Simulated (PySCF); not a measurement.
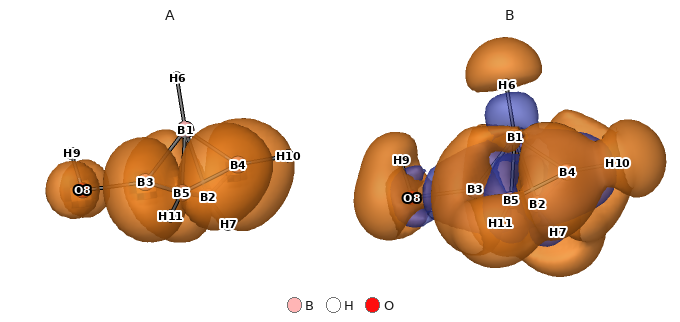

Figure 1: [closo-1-(OH)B5H4]2- (B$_{5}$H$_{5}$O, charge −2). The Fukui function f⁻ from two separate SCF calculations and the density of the HOMO, at ±0.006 e/Å³ (orange positive, blue negative).

Method: B3LYP/aug-cc-pVDZ; geometry: GFN2-xTB; program: PySCF. The highest occupied orbitals have positive energy: in the gas phase this ion holds its electrons only through the finite basis. This is a single-reference result, which may miss multireference character in this system. No frequency check shows the geometry to be a minimum.

Input script:

```python
import numpy as np
from pyscf import gto, scf, dft
from pyscf.scf import atom_ks, atom_hf
from scipy.linalg import block_diag

def solve(mol, dm0=None, hcore=None):
    mf = (dft.UKS if mol.spin else dft.RKS)(mol, xc='b3lyp')
    mf.grids.level = 3
    mf = mf.density_fit(auxbasis='def2-universal-jkfit')
    mf.conv_tol, mf.max_cycle = 1e-8, 80
    if hcore is not None:
        mf.get_hcore = lambda *args: hcore
    mf.kernel(dm0)
    if not mf.converged:
        mf = mf.newton().run(mf.mo_coeff, mf.mo_occ, max_cycle=30)
    assert mf.converged, 'SCF not converged'
    return mf

mol = gto.M(atom='''
B      0.55551     1.06676    -0.11930
B      0.64334    -0.64607    -0.87851
B     -0.60458    -0.08488     0.00312
B      1.83515     0.06564    -0.00273
B      0.63881    -0.43607     0.99841
H      0.46087     2.35163    -0.26054
H      0.70904    -1.39448    -1.91253
O     -2.24020    -0.10151     0.00512
H     -2.42661     0.83573    -0.03842
H      3.14623     0.13072    -0.00762
H      0.69084    -0.93848     2.17319
''', basis='aug-cc-pvdz', charge=-2, spin=0, verbose=4)
mf = solve(mol)
out = dict(e0=mf.e_tot, dm0=mf.make_rdm1(), c=mf.mo_coeff, occ=mf.mo_occ, eps=mf.mo_energy)
for name, dq, spin in [('cation', 1, 1)]:
    ion = mol.copy().set(charge=mol.charge + dq, spin=spin).build()
    mi = solve(ion)
    if spin and dq > 0 and mol.nao < 130:
        c, _, stable, _ = mi.stability(return_status=True)
        if not stable:
            mi = solve(ion, mi.make_rdm1(c, mi.mo_occ))
    print(name, 'vertical energy change / eV', (mi.e_tot - mf.e_tot) * 27.211386)
    out.update({'e_' + name: mi.e_tot, 'dm_' + name: mi.make_rdm1(), 's2_' + name: mi.spin_square()[0], 'eps_' + name: mi.mo_energy, 'occ_' + name: mi.mo_occ})
# spherically averaged free atoms, for the promolecule
atm = atom_ks.get_atm_nrks(mol, xc='b3lyp')
pro = block_diag(*[(atm[a[0]][2] * atm[a[0]][3]) @ atm[a[0]][2].T for a in mol._atom])
np.savez('result.npz', pro=pro, **out)
```

Launched as:

```sh
OMP_NUM_THREADS=1 python input.py
```

The run took 110 s on 1 thread of Arm Neoverse V1, on a shared host, peak memory 0.78 GiB.

Partitions, critical points and surface values were worked out afterwards from this run's density.

> Which panel is which, and how good is the frozen-orbital picture?

B is f⁻ (it has negative regions), A the HOMO density. The HOMO lies on B4 and B5 (21 % each), B2 and B3 (19 % each) and O8 (7 %); f⁻ (Hirshfeld-condensed) is largest on B4 (0.15), B2 and B5 (0.13 each) and B3 (0.11); the vertical detachment energy is −2.41 eV (the stability of the anion's solution wasn't checked). Relaxation shifts 28 % of the electron between atoms. The orbital energy is 4.12 eV.
